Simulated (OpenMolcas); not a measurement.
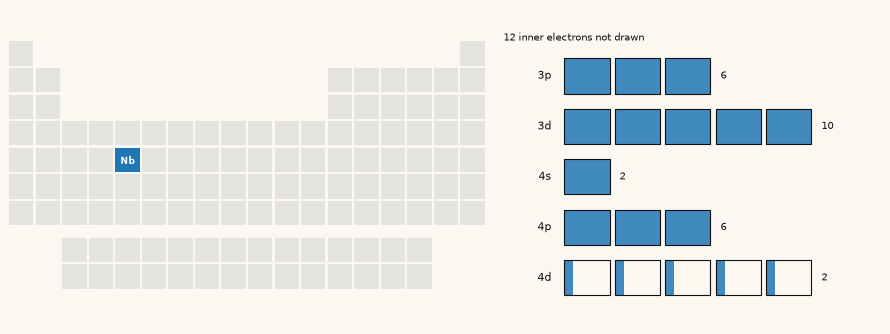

**Figure 1.** Left, the place of niobium in the periodic table; right, the outer shells of the leading configuration of the lowest level: a box for each of the 2l + 1 orbitals, shaded by the share of the shell that is filled, with the electron count at the right.

# Run report: Nb³⁺ complex, multiconfigurational calculation

Nb³⁺ with 6 ligands (Br; octahedron, 2.74 Å), neutralised by 6 outer point charges of +0.5 e, whose field is part of the energies. Computed at this level: state-averaged CASSCF, active space 2 electrons in the shell 4d, basis ANO-RCC-VDZP on the metal and ANO-RCC-VDZP on the ligands, DKH2 scalar Hamiltonian, spin-orbit coupling by RASSI with atomic mean-field integrals (OpenMolcas).

### Summary

```tsv
quantity	value
outcome	converged
energy of the lowest spin-free term	−19444.02312 hartree
energy of the lowest spin-orbit level	−19444.02522 hartree
largest spread among components of a term	0.0 cm⁻¹
hardware	1 thread of Arm Neoverse V2, 24 GiB of memory available, shared host
wall time	58 s
peak memory	0.38 GiB
```

### Remarks

Without dynamic correlation the splittings between terms come out too large, often by 20 to 50 %. Limits: covalent bonds, ligand orbitals missing from the active space; distances are set from ionic radii, not optimised.

### Input
```
&GATEWAY
Coord
7

Nb 0.0 0.0 0.0
Br 2.740000 0.000000 0.000000
Br 0.000000 2.740000 0.000000
Br -2.740000 0.000000 0.000000
Br 0.000000 -2.740000 0.000000
Br 0.000000 0.000000 2.740000
Br 0.000000 0.000000 -2.740000
Basis=Nb.ANO-RCC-VDZP,Br.ANO-RCC-VDZP
Group=XYZ
NoMove
AngMom=0.0 0.0 0.0
AMFI
RICD
XField
3 Angstrom 0
5.140000 0.000000 0.000000 0.500000
0.000000 5.140000 0.000000 0.500000
0.000000 0.000000 5.140000 0.500000
&SEWARD
&RASSCF
FileOrb=start.orb
Symmetry=1
Spin=3
nActEl=2 0 0
Inactive=63 63
Ras2=5 0
CIRoot=10 10 1
SDav=10
CIMx=300
Iter=150 100
PrWF=0.3
OrbListing=Nothing
MaxOrb=0
LevShft=1.0
>>> COPY $Project.JobIph JOB001
&RASSCF
FileOrb=start.orb
Symmetry=1
Spin=1
nActEl=2 0 0
Inactive=63 63
Ras2=5 0
CIRoot=15 15 1
SDav=15
CIMx=300
Iter=150 100
PrWF=0.3
OrbListing=Nothing
MaxOrb=0
LevShft=1.0
>>> COPY $Project.JobIph JOB002
&RASSI
NrOfJobIphs=2 10 15
1 2 3 4 5 6 7 8 9 10
1 2 3 4 5 6 7 8 9 10 11 12 13 14 15
IphNames
JOB001
JOB002
EJob
SpinOrbit
DIPRint=1.0
SOCoupling=1000.0
Subsets=2
Property=9
'ANGMOM' 1 'ANGMOM' 2 'ANGMOM' 3 'MLTPL  1' 1 'MLTPL  1' 2 'MLTPL  1' 3
'AMFI' 1 'AMFI' 2 'AMFI' 3
SOProperty=3
'ANGMOM' 1 'ANGMOM' 2 'ANGMOM' 3
```

The file start.orb holds starting orbitals from an earlier step. A driver script formed the levels outside the program, from RASSI's spin-orbit matrix and the active-space energies, averaged over the components of each term or state.

Launched with:
```bash
OMP_NUM_THREADS=1 MOLCAS_MEM=2457 MOLCAS_PROJECT=a pymolcas a.inp > a.log  # once for each step of the input, in one work folder
```

### The program's output (extracts)
```
--- SEWARD ---
Basis set label: NB.ANO-RCC...6S5P3D1F.

      Electronic valence basis set:
      ------------------
      Associated Effective Charge  41.000000 au
      Associated Actual Charge     41.000000 au
      Nuclear Model: Point charge

      Shell  nPrim  nBasis  Cartesian Spherical Contaminant
         s      21       6        X
         p      18       5        X
         d      13       3                 X
         f       6       1                 X
                  Relativistic Douglas-Kroll-Hess integrals:
                    - DKH order of Hamiltonian: 2
                    - DKH order of Properties : 0
                  Atomic mean-field integrals
--- RASSCF ---
Wave function specifications:
      -----------------------------

      Number of closed shell electrons         252
      Number of electrons in active shells       2
      Max number of holes in RAS1 space          0
      Max nr of electrons in RAS3 space          0
      Number of inactive orbitals              126
      Number of active orbitals                  5
      Number of secondary orbitals              74
      Spin quantum number                      1.0
      State symmetry                             1
Orbital specifications:
      -----------------------

      Symmetry species                           1   2
                                                ag  au
      Frozen orbitals                            0   0
      Inactive orbitals                         63  63
      Active orbitals                            5   0
      RAS1 orbitals                              0   0
      RAS2 orbitals                              5   0
      RAS3 orbitals                              0   0
      Secondary orbitals                        34  40
      Deleted orbitals                           0   0
      Number of basis functions                102 103
      Number of CSFs                            10
      Number of root(s) required                10
      Iter CI   SX   CI       RASSCF       Energy    max ROT     max BLB   max BLB  Level Ln srch  Step   QN
          iter iter root      energy       change     param      element    value   shift minimum  type update
 Nr of preliminary CI iterations:   1
      Total energies have been shifted. Add               -19000.00 au
        1   1   16    0  -443.46767648    0.00E+00  -8.82E-02   58  66 1  1.64E-01*  0.92   0.00    SX    NO
        2   1   16    0  -443.83253394   -3.65E-01* -6.15E-02   58  66 1  1.16E-01*  0.76   0.00    SX    NO
        3   1   15    0  -443.93091197   -9.84E-02* -3.46E-02   58  66 1  6.81E-02*  0.78   0.00    SX    NO
        4   1   14    0  -443.95596134   -2.50E-02* -2.03E-02   58  66 1  4.11E-02*  0.80   0.00    SX    NO
        5   1   14    0  -443.96426768   -8.31E-03* -2.64E-02   58  66 1  2.61E-02*  0.80   2.50    LS   YES
        6   1   14    0  -443.96902132   -4.75E-03*  8.61E-03   16  71 2 -7.23E-03*  0.81   1.18    QN   YES
        7   1   13    0  -443.96987179   -8.50E-04*  6.23E-03   16  71 2 -4.34E-03*  0.81   1.75    LS   YES
        8   1   13    0  -443.97006248   -1.91E-04* -1.94E-03    7  74 2 -4.04E-03*  0.81   1.04    QN   YES
        9   1   11    0  -443.97018503   -1.23E-04* -9.16E-04   16  69 1 -1.43E-03*  0.81   1.48    LS   YES
       10   1   11    0  -443.97019925   -1.42E-05* -3.81E-04   16  69 1 -7.63E-04*  0.81   1.01    QN   YES
       11   1   10    0  -443.97020911   -9.86E-06* -3.27E-04   16  69 1 -5.68E-04*  0.81   1.86    LS   YES
       12   1   10    0  -443.97021177   -2.66E-06* -1.80E-04    6  72 1 -4.31E-04*  0.81   1.00    QN   YES
       13   1    9    0  -443.97021288   -1.11E-06* -1.30E-04   16  69 1 -2.04E-04*  0.81   1.73    LS   YES
       14   1    9    0  -443.97021312   -2.38E-07* -9.94E-05    6  76 2 -2.19E-04*  0.81   0.99    QN   YES
       15   1    8    0  -443.97021327   -1.54E-07* -7.03E-05    6  72 1  5.81E-05   0.81   1.71    LS   YES
       16   1    7    0  -443.97021330   -3.04E-08*  1.36E-05    4  74 2  6.89E-05   0.81   1.02    QN   YES
       17   1    7    0  -443.97021331   -1.15E-08*  2.17E-05   58  66 1 -1.88E-05   0.81   2.14    QN   YES
       18   1    6    0  -443.97021332   -6.49E-09  -7.81E-06    4  74 2 -1.41E-05   0.81   1.22    QN   YES
      Convergence after 18 iterations
       19   1    6    0  -443.97021332   -8.04E-10  -7.81E-06    4  74 2 -7.86E-06   0.81   1.22    QN   YES
      Natural orbitals and occupation numbers for root  1
      sym 1:   0.961050   0.961050   0.038950   0.038950  -0.000000
      Natural orbitals and occupation numbers for root  2
      sym 1:   0.961037   0.038963   0.038963   0.961037   0.000000
      Natural orbitals and occupation numbers for root  3
      sym 1:   0.038882   0.961118  -0.000000   0.961118   0.038882
::    RASSCF root number  1 Total energy: -19444.02311507
::    RASSCF root number  2 Total energy: -19444.02311507
::    RASSCF root number  3 Total energy: -19444.02311507
::    RASSCF root number  4 Total energy: -19443.97169299
::    RASSCF root number  5 Total energy: -19443.97169299
::    RASSCF root number  6 Total energy: -19443.97169299
::    RASSCF root number  7 Total energy: -19443.93441023
::    RASSCF root number  8 Total energy: -19443.93441023
::    RASSCF root number  9 Total energy: -19443.93441023
::    RASSCF root number 10 Total energy: -19443.91447834
--- RASSCF ---
Wave function specifications:
      -----------------------------

      Number of closed shell electrons         252
      Number of electrons in active shells       2
      Max number of holes in RAS1 space          0
      Max nr of electrons in RAS3 space          0
      Number of inactive orbitals              126
      Number of active orbitals                  5
      Number of secondary orbitals              74
      Spin quantum number                      0.0
      State symmetry                             1
Orbital specifications:
      -----------------------

      Symmetry species                           1   2
                                                ag  au
      Frozen orbitals                            0   0
      Inactive orbitals                         63  63
      Active orbitals                            5   0
      RAS1 orbitals                              0   0
      RAS2 orbitals                              5   0
      RAS3 orbitals                              0   0
      Secondary orbitals                        34  40
      Deleted orbitals                           0   0
      Number of basis functions                102 103
      Number of CSFs                            15
      Number of root(s) required                15
      Iter CI   SX   CI       RASSCF       Energy    max ROT     max BLB   max BLB  Level Ln srch  Step   QN
          iter iter root      energy       change     param      element    value   shift minimum  type update
 Nr of preliminary CI iterations:   1
      Total energies have been shifted. Add               -19000.00 au
        1   1    8    0  -443.92712910    0.00E+00  -7.76E-03   67  73 1 -4.57E-03*  0.81   0.00    SX    NO
        2   1    8    0  -443.92754202   -4.13E-04*  4.04E-03   57  68 1 -3.83E-03*  0.81   0.00    SX    NO
        3   1    8    0  -443.92769600   -1.54E-04*  2.44E-03   57  68 1 -2.76E-03*  0.81   0.00    SX    NO
        4   1    7    0  -443.92776039   -6.44E-05*  1.49E-03   57  68 1 -1.97E-03*  0.81   0.00    SX    NO
        5   1    7    0  -443.92778862   -2.82E-05*  2.21E-03   57  68 1 -1.39E-03*  0.81   2.50    LS   YES
        6   1    7    0  -443.92780981   -2.12E-05*  6.49E-04   57  68 1 -5.28E-04*  0.81   1.37    QN   YES
        7   1    6    0  -443.92781214   -2.32E-06*  1.37E-04   55  69 1 -1.69E-04*  0.81   1.15    QN   YES
        8   1    6    0  -443.92781243   -2.91E-07*  1.04E-04   55  69 1 -1.18E-04*  0.81   1.76    LS   YES
        9   1    6    0  -443.92781250   -7.06E-08*  1.09E-04   55  69 1 -7.92E-05   0.81   1.07    QN   YES
       10   1    5    0  -443.92781255   -4.75E-08*  3.64E-05   55  69 1 -4.60E-05   0.81   1.41    QN   YES
       11   1    5    0  -443.92781255   -8.44E-09   1.50E-05   55  69 1 -2.05E-05   0.81   1.27    QN   YES
      Convergence after 11 iterations
       12   1    5    0  -443.92781256   -1.42E-09   1.50E-05   55  69 1 -7.32E-06   0.81   1.27    QN   YES
      Natural orbitals and occupation numbers for root  1
      sym 1:   0.967345   0.967082   0.000000   0.032761   0.032811
      Natural orbitals and occupation numbers for root  2
      sym 1:   0.032787   0.966906   0.032885   0.967421   0.000000
      Natural orbitals and occupation numbers for root  3
      sym 1:   0.963103   0.033528   0.000000   0.971408   0.031961
::    RASSCF root number  1 Total energy: -19443.97997751
::    RASSCF root number  2 Total energy: -19443.97997751
::    RASSCF root number  3 Total energy: -19443.97997751
::    RASSCF root number  4 Total energy: -19443.97911321
::    RASSCF root number  5 Total energy: -19443.97911321
::    RASSCF root number  6 Total energy: -19443.93266049
::    RASSCF root number  7 Total energy: -19443.92611202
::    RASSCF root number  8 Total energy: -19443.92611202
::    RASSCF root number  9 Total energy: -19443.92611202
::    RASSCF root number 10 Total energy: -19443.91679383
::    RASSCF root number 11 Total energy: -19443.91679383
::    RASSCF root number 12 Total energy: -19443.91679383
::    RASSCF root number 13 Total energy: -19443.87119375
::    RASSCF root number 14 Total energy: -19443.87119375
::    RASSCF root number 15 Total energy: -19443.81526381
--- RASSI ---
SPIN-FREE ENERGIES:
  (Shifted by EMIN (a.u.) =     -19444.0231150659)

 SF State       Relative EMIN(au)   Rel lowest level(eV)    D:o, cm**(-1)

     1             0.0000000000        0.0000000000              0.0000
     2             0.0000000000        0.0000000000              0.0000
     3             0.0000000000        0.0000000000              0.0000
    11             0.0431375535        1.1738326302           9467.5987
    12             0.0431375535        1.1738326302           9467.5987
    13             0.0431375535        1.1738326302           9467.5987
    14             0.0440018533        1.1973514257           9657.2905
    15             0.0440018533        1.1973514257           9657.2905
     4             0.0514220797        1.3992660731          11285.8420
     5             0.0514220797        1.3992660731          11285.8420
     6             0.0514220797        1.3992660731          11285.8420
     9             0.0887048339        2.4137814981          19468.4607
     7             0.0887048339        2.4137814981          19468.4607
     8             0.0887048339        2.4137814981          19468.4607
    16             0.0904545729        2.4613943215          19852.4840
    17             0.0970030468        2.6395873744          21289.7079
    18             0.0970030468        2.6395873744          21289.7079
    19             0.0970030468        2.6395873744          21289.7079
    20             0.1063212324        2.8931481216          23334.8133
    21             0.1063212324        2.8931481216          23334.8133
    22             0.1063212324        2.8931481216          23334.8133
    10             0.1086367237        2.9561558495          23843.0049
    23             0.1519213136        4.1339895435          33342.8743
    24             0.1519213136        4.1339895435          33342.8743
    25             0.2078512547        5.6559207737          45618.0775
     Dipole printing threshold changed to   1.00000000E+00
Eigenvalues of complex Hamiltonian:
   -----------------------------------
  (Shifted by EMIN (a.u.) =     -19444.0231150659)

 SO State       Relative EMIN(au)   Rel lowest level(eV)    D:o, cm**(-1)

     1            -0.0021036615        0.0000000001              0.0000
     2            -0.0021036615        0.0000000000              0.0000
     3            -0.0019397376        0.0044605969             35.9771
     4            -0.0019397376        0.0044605970             35.9771
     5            -0.0019397376        0.0044605970             35.9771
     6             0.0016175456        0.1012592039            816.7106
     7             0.0016175456        0.1012592039            816.7106
     8             0.0016175456        0.1012592039            816.7106
     9             0.0033096359        0.1473033269           1188.0815
    10             0.0423574777        1.2098492318           9758.0921
    11             0.0423574777        1.2098492318           9758.0921
    12             0.0423574777        1.2098492317           9758.0921
    13             0.0439880888        1.2542204211          10115.9699
    14             0.0439880888        1.2542204210          10115.9699
    15             0.0500245940        1.4184820933          11440.8296
    16             0.0513947140        1.4557649590          11741.5362
    17             0.0513947140        1.4557649591          11741.5362
    18             0.0513947140        1.4557649589          11741.5362
    19             0.0521276360        1.4757087841          11902.3940
    20             0.0521276361        1.4757087842          11902.3940
    21             0.0521276360        1.4757087841          11902.3940
    22             0.0522358538        1.4786535392          11926.1451
    23             0.0522358538        1.4786535393          11926.1451
    24             0.0856371151        2.3875481607          19256.8746
    25             0.0876733646        2.4429573329          19703.7797
    26             0.0876733646        2.4429573328          19703.7797
    27             0.0876733646        2.4429573328          19703.7797
    28             0.0894135803        2.4903110139          20085.7129
    29             0.0894135803        2.4903110137          20085.7129
    30             0.0894135803        2.4903110138          20085.7129
    31             0.0898641259        2.5025709847          20184.5962
    32             0.0898641259        2.5025709849          20184.5962
    33             0.0914365881        2.5453598602          20529.7118
    34             0.0971597319        2.7010945382          21785.7967
    35             0.0971597319        2.7010945381          21785.7967
    36             0.0971597319        2.7010945381          21785.7967
    37             0.1064270856        2.9532720793          23819.7457
    38             0.1064270856        2.9532720793          23819.7457
    39             0.1064270856        2.9532720793          23819.7457
    40             0.1091209856        3.0265768334          24410.9884
    41             0.1091209856        3.0265768334          24410.9884
Weights of the five most important spin-orbit-free states for each spin-orbit state.

 SO State  Total energy (au)           Spin-free states, spin, and weights
 -------------------------------------------------------------------------------------------------------
    1        -0.002104       2 1.0  0.5240    3 1.0  0.4663   14 0.0  0.0028    5 1.0  0.0024    1 1.0  0.0022
    2        -0.002104       1 1.0  0.6595    3 1.0  0.1954    2 1.0  0.1377   15 0.0  0.0028    6 1.0  0.0020
    3        -0.001940       1 1.0  0.4979    3 1.0  0.4886    2 1.0  0.0093   13 0.0  0.0021    6 1.0  0.0008
    4        -0.001940       2 1.0  0.4975    3 1.0  0.4905    1 1.0  0.0078   11 0.0  0.0021    6 1.0  0.0008
    5        -0.001940       1 1.0  0.4901    2 1.0  0.4890    3 1.0  0.0168   12 0.0  0.0021    4 1.0  0.0008
    6         0.001618       3 1.0  0.4990    2 1.0  0.4972    1 1.0  0.0020    6 1.0  0.0008    4 1.0  0.0007
    7         0.001618       3 1.0  0.4990    1 1.0  0.4972    2 1.0  0.0020    6 1.0  0.0008    5 1.0  0.0007
    8         0.001618       2 1.0  0.4990    1 1.0  0.4990    5 1.0  0.0008    4 1.0  0.0008   21 0.0  0.0002
    9         0.003310       1 1.0  0.3328    2 1.0  0.3328    3 1.0  0.3328   16 0.0  0.0014    8 1.0  0.0001
   10         0.042357      13 0.0  0.9105    6 1.0  0.0413    5 1.0  0.0327    4 1.0  0.0100    1 1.0  0.0016
   11         0.042357      12 0.0  0.9108    5 1.0  0.0419    4 1.0  0.0415    1 1.0  0.0016    2 1.0  0.0016
   12         0.042357      11 0.0  0.9106    6 1.0  0.0420    4 1.0  0.0326    5 1.0  0.0095    3 1.0  0.0016
```

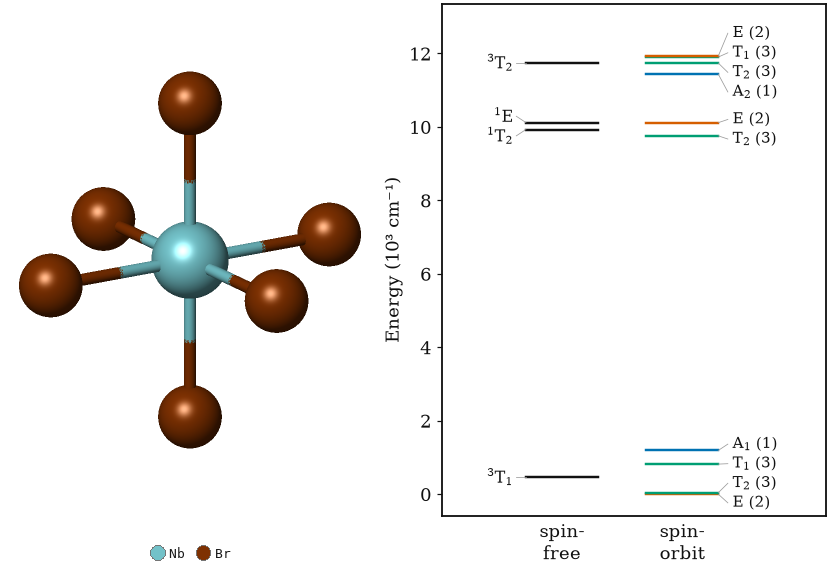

**Figure 2.** Nb³⁺ (4d²) with 6 ligands, Br⁻, at 2.74 Å (arrangement: octahedron, Oh), neutralised by outer point charges of +0.5 e, and its levels. Labels give the representation in O, Td, D4 or D3 as the site allows (double group for half-integer spin) where it could be assigned and, in brackets, the degeneracy; spin-free states, where drawn, share the zero of the spin-orbit levels. The ground level is E, doubly degenerate, 100 % from states of spin multiplicity 3. Its principal g values are all close to zero. The next level lies at 36 cm⁻¹ (T₂). The lowest spin-free state is ³T₁; of the same spin there follows at 11,300 cm⁻¹ (³T₂) above it. The active orbitals hold 80 to 93 % metal character (Löwdin), and the Mulliken charge of the metal is +1.32.
